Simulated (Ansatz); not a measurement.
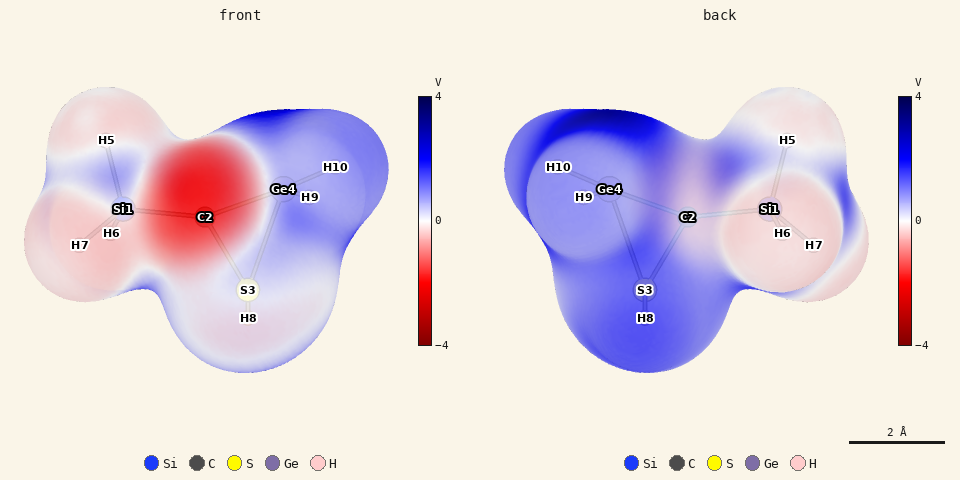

*CH6GeSSi. The molecular electrostatic potential painted on the density surface at 0.004 e/bohr³, seen from the front and from behind; the colour scale runs from red (negative) to blue (positive).*

Theory: Ansatz, RKS r2SCAN-D4/def2-SVP.

Input

```
crystal:
  periodic: [false, false, false]
  atoms:
    - { symbol: Si, position_ang: [-0.5618, 1.2077, 0.5227] }
    - { symbol: C, position_ang: [-0.0697, 0.0281, -0.7931] }
    - { symbol: S, position_ang: [-1.2119, -1.3449, -0.9392] }
    - { symbol: Ge, position_ang: [1.017, -1.4003, -0.0643] }
    - { symbol: H, position_ang: [0.5275, 2.1052, 0.8571] }
    - { symbol: H, position_ang: [-1.701, 2.0961, -0.0259] }
    - { symbol: H, position_ang: [-1.0561, 0.5385, 1.7095] }
    - { symbol: H, position_ang: [-2.31914, -1.46226, -1.75446] }
    - { symbol: H, position_ang: [1.9038, -2.1254, -0.9939] }
    - { symbol: H, position_ang: [0.893, -1.5876, 1.5019] }
basis:
  gaussian: { orbitals: def2-SVP }
hamiltonian:
  xc: r2scan
  dispersion: d4
relax:
  f_tol: 0.02
  max_steps: 50
output:
  orbitals: {}
```

Run with:

```sh
ansatz run input.yaml --threads 2 --pin off --max-ram 3072MiB --backend cpu --events-out ev --progress --plain --runs-dir out
```

The fields are those of the run's last geometry, not of the input's.

Question: Describe the electrostatic potential map.

Answer: The most negative region (about −1.9 V) lies over C2, the most positive (about +3.1 V) over Ge4.
